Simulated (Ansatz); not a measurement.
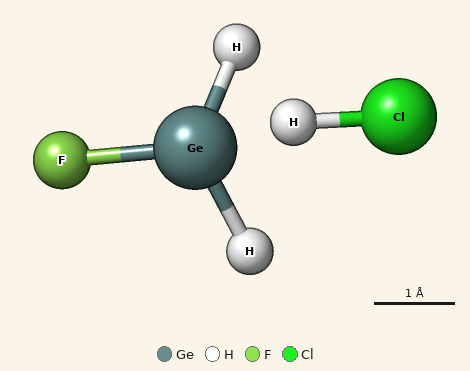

**Figure 1.** The input geometry (ball-and-stick view, seen at a tilt). Sticks mark near contacts.

# Run report: GeH₃ClF, geometry relaxation

System: GeH₃ClF, multiplicity 2.
Method: UKS r2SCAN/def2-SVP (Ansatz 0.2.0).

It belongs to a series of runs on one base structure; here: end point B relaxed.

Input
```yaml
crystal:
  periodic: [false, false, false]
  atoms:
    - { symbol: Ge, position_ang: [-0.106168, 0.184527, -0.124608] }
    - { symbol: H, position_ang: [-0.238892, 0.413985, 2.611861] }
    - { symbol: H, position_ang: [1.430284, 0.118841, -0.288819] }
    - { symbol: F, position_ang: [-0.687226, 1.191124, -1.437346] }
    - { symbol: H, position_ang: [-0.817622, -1.178846, -0.288888] }
    - { symbol: Cl, position_ang: [0.359923, -0.623532, 3.206] }
magnetization:
  spin_polarized: true
  initial_magnetization: 1
basis:
  gaussian: { orbitals: def2-SVP }
hamiltonian:
  xc: r2scan
relax:
  f_tol: 0.03
  max_steps: 50
```

Launched with:
```bash
ansatz run input.yaml --threads 4 --pin off --max-ram 5120MiB --backend cpu --events-out ev --progress --plain --runs-dir out
```

The program's output
```
The last accepted step is kept in [file] (removed where the run ends without a failure and the disk answers)
Engine: ansatz 0.2.0, aarch64-unknown-linux-gnu
Functional definition: r2SCAN
  parameter k0 = 0.174
  parameter k1 = 0.065
  parameter a1 = 4.9479
  exchange = r2scan_x(k0 = k0, k1 = k1, a1 = a1)
  correlation = r2scan_c
868 factors; their error is unknown
mean field evaluation 1: about -71788.9443 eV, gradient 2.5e1 eV
mean field evaluation 2: about -71776.7283 eV, gradient 6.4e1 eV
mean field evaluation 4: about -71790.8529 eV, gradient 2.5e0 eV
mean field evaluation 8: about -71790.8178 eV, gradient 4.0e-2 eV
mean field evaluation 16: about -71790.8178 eV, gradient 2.8e-5 eV
mean field -71790.81783312 eV, -2638.2638938032 hartree, gradient 2.8e-5 eV, S^2 0.752014; 0 other end points of the search recorded, 0 dependent functions left out
the calculation of the forces begins
reference -71790.81784249 eV, -2638.2638941476 hartree; 31, 30 occupied and 48, 49 virtual orbitals, 868 factors
relax step   1: F+E_penalty+E_count = -71790.81783312 eV  Δ(F+E_penalty+E_count) = +0.000e0 eV  max|allowed force component| = 8.947e-1 eV/Å  Δτ_max = 0.0000 Å  (30 SCF iters, accepted)
these checks for a lower state are left out or cut short: starts, cluster_reference, orbital_swaps, neighbouring_geometries, increment
868 factors; their error is unknown
mean field -71790.83601569 eV, -2638.2645620002 hartree, gradient 2.1e-5 eV, S^2 0.752011; 0 other end points of the search recorded, 0 dependent functions left out
the calculation of the forces begins
reference -71790.83602502 eV, -2638.2645623431 hartree; 31, 30 occupied and 48, 49 virtual orbitals, 868 factors
relax step   2: F+E_penalty+E_count = -71790.83601569 eV  Δ(F+E_penalty+E_count) = -1.818e-2 eV  max|allowed force component| = 4.103e-1 eV/Å  Δτ_max = 0.0631 Å  (33 SCF iters, accepted)
these checks for a lower state are left out or cut short: starts, cluster_reference, orbital_swaps, neighbouring_geometries, increment
868 factors; their error is unknown
mean field -71790.84471693 eV, -2638.2648817650 hartree, gradient 1.9e-5 eV, S^2 0.752002; 0 other end points of the search recorded, 0 dependent functions left out
the calculation of the forces begins
reference -71790.84472629 eV, -2638.2648821088 hartree; 31, 30 occupied and 48, 49 virtual orbitals, 868 factors
relax step   3: F+E_penalty+E_count = -71790.84471693 eV  Δ(F+E_penalty+E_count) = -8.701e-3 eV  max|allowed force component| = 1.221e-1 eV/Å  Δτ_max = 0.0804 Å  (33 SCF iters, accepted)
these checks for a lower state are left out or cut short: starts, cluster_reference, orbital_swaps, neighbouring_geometries, increment
868 factors; their error is unknown
mean field evaluation 32: about -71790.9028 eV, gradient 1.8e-2 eV
mean field -71790.84889886 eV, -2638.2650354480 hartree, gradient 8.0e-5 eV, S^2 0.751991; 0 other end points of the search recorded, 0 dependent functions left out
the calculation of the forces begins
reference -71790.84890827 eV, -2638.2650357937 hartree; 31, 30 occupied and 48, 49 virtual orbitals, 868 factors
relax step   4: F+E_penalty+E_count = -71790.84889886 eV  Δ(F+E_penalty+E_count) = -4.182e-3 eV  max|allowed force component| = 5.979e-2 eV/Å  Δτ_max = 0.0809 Å  (30 SCF iters, accepted)
these checks for a lower state are left out or cut short: starts, cluster_reference, orbital_swaps, neighbouring_geometries, increment
868 factors; their error is unknown
mean field -71790.85019682 eV, -2638.2650831472 hartree, gradient 2.3e-5 eV, S^2 0.751983; 0 other end points of the search recorded, 0 dependent functions left out
the calculation of the forces begins
reference -71790.85020634 eV, -2638.2650834970 hartree; 31, 30 occupied and 48, 49 virtual orbitals, 868 factors
relax step   5: F+E_penalty+E_count = -71790.85019682 eV  Δ(F+E_penalty+E_count) = -1.298e-3 eV  max|allowed force component| = 5.796e-1 eV/Å  Δτ_max = 0.1919 Å  (31 SCF iters, accepted)
these checks for a lower state are left out or cut short: starts, cluster_reference, orbital_swaps, neighbouring_geometries, increment
868 factors; their error is unknown
mean field -71790.86926883 eV, -2638.2657840305 hartree, gradient 5.6e-5 eV, S^2 0.751980; 0 other end points of the search recorded, 0 dependent functions left out
the calculation of the forces begins
reference -71790.86927846 eV, -2638.2657843845 hartree; 31, 30 occupied and 48, 49 virtual orbitals, 868 factors
relax step   6: F+E_penalty+E_count = -71790.86926883 eV  Δ(F+E_penalty+E_count) = -1.907e-2 eV  max|allowed force component| = 4.911e-2 eV/Å  Δτ_max = 0.2000 Å  (35 SCF iters, accepted)
these checks for a lower state are left out or cut short: starts, cluster_reference, orbital_swaps, neighbouring_geometries, increment
868 factors; their error is unknown
mean field -71790.87307196 eV, -2638.2659237929 hartree, gradient 1.0e-5 eV, S^2 0.751967; 0 other end points of the search recorded, 0 dependent functions left out
the calculation of the forces begins
reference -71790.87308170 eV, -2638.2659241510 hartree; 31, 30 occupied and 48, 49 virtual orbitals, 868 factors
relax step   7: F+E_penalty+E_count = -71790.87307196 eV  Δ(F+E_penalty+E_count) = -3.803e-3 eV  max|allowed force component| = 9.335e-2 eV/Å  Δτ_max = 0.1159 Å  (32 SCF iters, accepted)
these checks for a lower state are left out or cut short: starts, cluster_reference, orbital_swaps, neighbouring_geometries, increment
868 factors; their error is unknown
mean field -71790.87421122 eV, -2638.2659656602 hartree, gradient 2.5e-5 eV, S^2 0.751978; 0 other end points of the search recorded, 0 dependent functions left out
the calculation of the forces begins
reference -71790.87422103 eV, -2638.2659660207 hartree; 31, 30 occupied and 48, 49 virtual orbitals, 868 factors
relax step   8: F+E_penalty+E_count = -71790.87421122 eV  Δ(F+E_penalty+E_count) = -1.139e-3 eV  max|allowed force component| = 6.161e-2 eV/Å  Δτ_max = 0.0683 Å  (33 SCF iters, accepted)
these checks for a lower state are left out or cut short: starts, cluster_reference, orbital_swaps, neighbouring_geometries, increment
868 factors; their error is unknown
mean field evaluation 64: about -71790.9279 eV, gradient 3.9e-2 eV
mean field -71790.87295575 eV, -2638.2659195224 hartree, gradient 7.9e-6 eV, S^2 0.751963; 0 other end points of the search recorded, 0 dependent functions left out
the calculation of the forces begins
reference -71790.87296567 eV, -2638.2659198868 hartree; 31, 30 occupied and 48, 49 virtual orbitals, 868 factors
relax step   9: F+E_penalty+E_count = -71790.87295575 eV  Δ(F+E_penalty+E_count) = +1.255e-3 eV  max|allowed force component| = 2.145e-1 eV/Å  Δτ_max = 0.0862 Å  (33 SCF iters, rejected (line search))
these checks for a lower state are left out or cut short: starts, cluster_reference, orbital_swaps, neighbouring_geometries, increment
868 factors; their error is unknown
mean field -71790.87465345 eV, -2638.2659819118 hartree, gradient 6.3e-5 eV, S^2 0.751968; 0 other end points of the search recorded, 0 dependent functions left out
the calculation of the forces begins
reference -71790.87466331 eV, -2638.2659822740 hartree; 31, 30 occupied and 48, 49 virtual orbitals, 868 factors
relax step  10: F+E_penalty+E_count = -71790.87465345 eV  Δ(F+E_penalty+E_count) = -4.422e-4 eV  max|allowed force component| = 2.929e-3 eV/Å  Δτ_max = 0.0282 Å  (30 SCF iters, accepted)
```

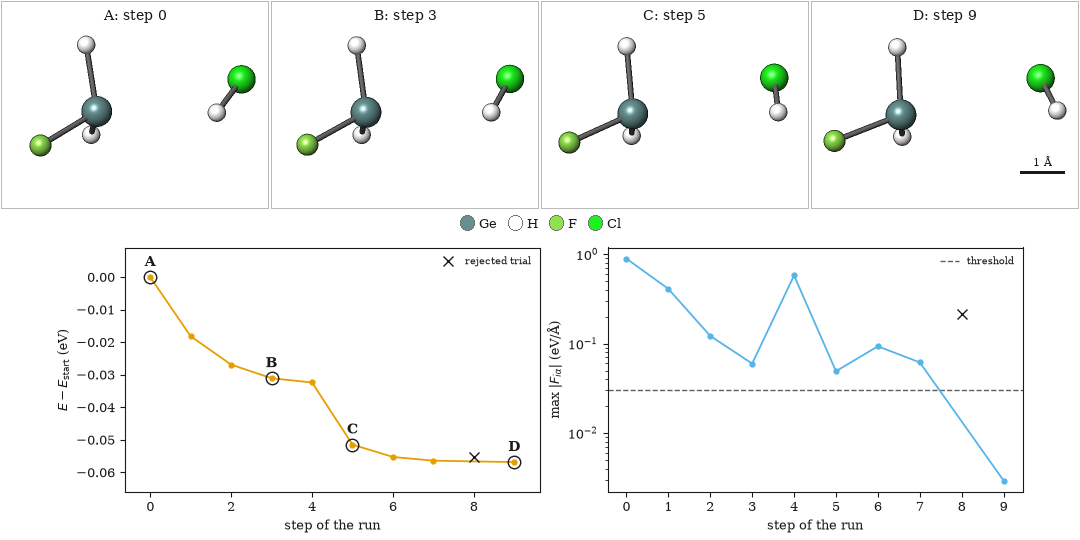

**Figure 2.** Frames of the relaxation (ball-and-stick view, seen at a tilt) above the curves, on which the letters mark them (the first geometry is step 0 here and step 1 in the log).

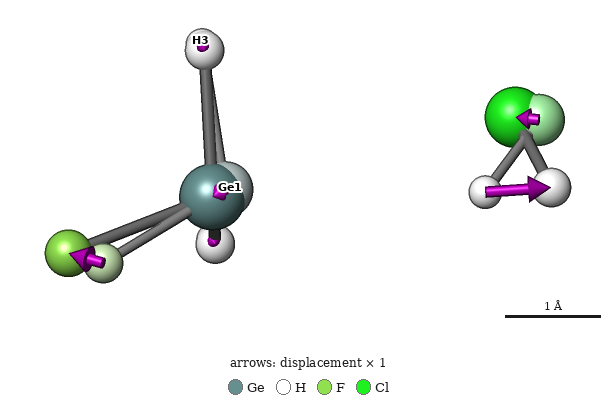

**Figure 3.** Start (faint) and end (solid) with the displacements as pink arrows, at true length (ball-and-stick view, seen at a tilt). The two geometries are laid on each other by the best rigid fit. Over 9 geometry steps the energy falls by 0.057 eV. The largest force component goes from 0.89 to 0.0029 eV/Å. The line search rejected the trial step at point 8 (counted from 0) and went back. The atom that moves furthest after the best rigid fit is H2 (0.70 Å). By element the largest moves are H 0.70 Å, F 0.41 Å, Cl 0.26 Å, Ge 0.18 Å. Among the contacts that change: H2–Cl6 1.337 → 1.288 Å. (Atoms are counted from 1 in the order of the input.)

```
868 factors; their error is unknown
mean field -71790.87465345 eV, -2638.2659819118 hartree, gradient 6.3e-5 eV, S^2 0.751968; 1 other end points of the search recorded, 0 dependent functions left out
the calculation of the forces begins
reference -71790.87466331 eV, -2638.2659822740 hartree; 31, 30 occupied and 48, 49 virtual orbitals, 868 factors
Total energy: -71790.87466331 eV, -2638.2659822740 hartree
Atom 0 at    -0.164039     0.284740    -0.259938 Å, force    -0.001606     0.002786    -0.002832 eV/Å
Atom 1 at    -0.228643     0.396048     3.309173 Å, force     0.001691    -0.002929     0.001807 eV/Å
Atom 2 at     1.381147     0.187561    -0.265477 Å, force     0.001157    -0.000808     0.002209 eV/Å
Atom 3 at    -0.586470     1.016718    -1.798873 Å, force    -0.000132     0.000225    -0.002429 eV/Å
Atom 4 at    -0.852600    -1.101956    -0.265665 Å, force     0.000120    -0.001405     0.002206 eV/Å
Atom 5 at     0.390904    -0.677011     2.958981 Å, force    -0.001230     0.002131    -0.000962 eV/Å
Dipole moment:    -0.013606     0.023464     0.582067 e Å
```

Trajectory as extended XYZ (Å, eV, eV/Å), 10 frames, from step=1 to step=10
```
6
Properties=species:S:1:pos:R:3:forces:R:3 step=1 energy=-71790.81783
Ge   -0.1062    0.1845   -0.1246   -0.0293   0.0510  -0.0433
H    -0.2389    0.4140    2.6119    0.5164  -0.8947   0.5058
H     1.4303    0.1188   -0.2888   -0.0146  -0.0106   0.0027
F    -0.6872    1.1911   -1.4373    0.0230  -0.0398   0.0377
H    -0.8176   -1.1788   -0.2889    0.0165   0.0072   0.0027
Cl    0.3599   -0.6235    3.2060   -0.5119   0.8870  -0.5055
6
Properties=species:S:1:pos:R:3:forces:R:3 step=2 energy=-71790.83602
Ge   -0.1199    0.2083   -0.1216    0.0030  -0.0051  -0.1399
H    -0.2115    0.3665    2.5807    0.2302  -0.3988   0.2974
H     1.4163    0.1310   -0.2769    0.0097   0.0122   0.0333
F    -0.6789    1.1767   -1.4718    0.0094  -0.0164   0.0784
H    -0.8212   -1.1607   -0.2770   -0.0155  -0.0023   0.0332
Cl    0.3555   -0.6158    3.2448   -0.2368   0.4103  -0.3023
6
Properties=species:S:1:pos:R:3:forces:R:3 step=3 energy=-71790.84472
Ge   -0.1210    0.2102   -0.1184   -0.0082   0.0142  -0.1221
H    -0.2269    0.3931    2.6352    0.0076  -0.0131   0.0477
H     1.4156    0.1275   -0.2616    0.0203   0.0152   0.0188
F    -0.6728    1.1662   -1.4810    0.0109  -0.0189   0.0445
H    -0.8178   -1.1618   -0.2618   -0.0233  -0.0099   0.0188
Cl    0.3632   -0.6291    3.1659   -0.0073   0.0127  -0.0078
6
Properties=species:S:1:pos:R:3:forces:R:3 step=4 energy=-71790.84890
Ge   -0.1207    0.2097   -0.1429   -0.0189   0.0326  -0.0545
H    -0.2356    0.4082    2.7141    0.0268  -0.0464   0.0598
H     1.4168    0.1278   -0.2775    0.0203   0.0066   0.0016
F    -0.6711    1.1633   -1.5077    0.0155  -0.0269   0.0266
H    -0.8187   -1.1627   -0.2777   -0.0158  -0.0141   0.0016
Cl    0.3697   -0.6403    3.1698   -0.0278   0.0482  -0.0350
6
Properties=species:S:1:pos:R:3:forces:R:3 step=5 energy=-71790.85020
Ge   -0.1265    0.2197   -0.1879   -0.0198   0.0340   0.0077
H    -0.2556    0.4428    2.9018    0.3313  -0.5738   0.1582
H     1.4132    0.1322   -0.3003    0.0183   0.0048  -0.0096
F    -0.6587    1.1419   -1.5820    0.0180  -0.0312   0.0134
H    -0.8207   -1.1574   -0.3005   -0.0132  -0.0134  -0.0096
Cl    0.3886   -0.6731    3.1472   -0.3346   0.5796  -0.1600
6
Properties=species:S:1:pos:R:3:forces:R:3 step=6 energy=-71790.86927
Ge   -0.1458    0.2532   -0.2171    0.0125  -0.0211  -0.0252
H    -0.2487    0.4309    3.1013    0.0255  -0.0442   0.0259
H     1.4005    0.1586   -0.2786   -0.0367   0.0030   0.0004
F    -0.6236    1.0810   -1.6900    0.0115  -0.0199   0.0199
H    -0.8372   -1.1331   -0.2787    0.0156   0.0330   0.0003
Cl    0.3952   -0.6845    3.0413   -0.0284   0.0491  -0.0214
6
Properties=species:S:1:pos:R:3:forces:R:3 step=7 energy=-71790.87307
Ge   -0.1534    0.2663   -0.2389    0.0200  -0.0348   0.0886
H    -0.2413    0.4180    3.2162   -0.0028   0.0048   0.0146
H     1.3915    0.1712   -0.2739   -0.0006  -0.0040  -0.0005
F    -0.6052    1.0491   -1.7395   -0.0235   0.0408  -0.0933
H    -0.8436   -1.1191   -0.2741    0.0038  -0.0015  -0.0005
Cl    0.3922   -0.6793    2.9884    0.0031  -0.0053  -0.0089
6
Properties=species:S:1:pos:R:3:forces:R:3 step=8 energy=-71790.87421
Ge   -0.1610    0.2795   -0.2480    0.0057  -0.0097  -0.0616
H    -0.2335    0.4045    3.2827    0.0044  -0.0076   0.0043
H     1.3843    0.1799   -0.2720   -0.0018   0.0051   0.0178
F    -0.5925    1.0272   -1.7780   -0.0009   0.0015   0.0224
H    -0.8475   -1.1085   -0.2721   -0.0036   0.0042   0.0178
Cl    0.3906   -0.6764    2.9656   -0.0038   0.0065  -0.0006
6
Properties=species:S:1:pos:R:3:forces:R:3 step=9 energy=-71790.87296 accepted=F
Ge   -0.1630    0.2830   -0.2725   -0.0332   0.0576  -0.0124
H    -0.2251    0.3900    3.3673    0.1239  -0.2145  -0.0970
H     1.3832    0.1925   -0.2669   -0.0156  -0.0192  -0.0125
F    -0.5825    1.0098   -1.8171    0.0202  -0.0351   0.0346
H    -0.8579   -1.1013   -0.2671    0.0245   0.0039  -0.0125
Cl    0.3856   -0.6679    2.9345   -0.1197   0.2074   0.0998
6
Properties=species:S:1:pos:R:3:forces:R:3 step=10 energy=-71790.87465
Ge   -0.1640    0.2847   -0.2599   -0.0016   0.0028  -0.0028
H    -0.2286    0.3960    3.3092    0.0017  -0.0029   0.0018
H     1.3811    0.1876   -0.2655    0.0012  -0.0008   0.0022
F    -0.5865    1.0167   -1.7989   -0.0001   0.0002  -0.0024
H    -0.8526   -1.1020   -0.2657    0.0001  -0.0014   0.0022
Cl    0.3909   -0.6770    2.9590   -0.0012   0.0021  -0.0010
```

Results in brief

- outcome: converged
- total energy: −71790.8747 eV
- mean-field energy: −71790.8747 eV
- ⟨S²⟩: 0.752
- largest force (length of the vector) at the end: 0.004 eV/Å
- hardware: 4 threads of Arm Neoverse V1, 24 GiB of memory available, shared host
- wall time: 25 s (CPU time 95 s)
- peak memory: 0.21 GiB
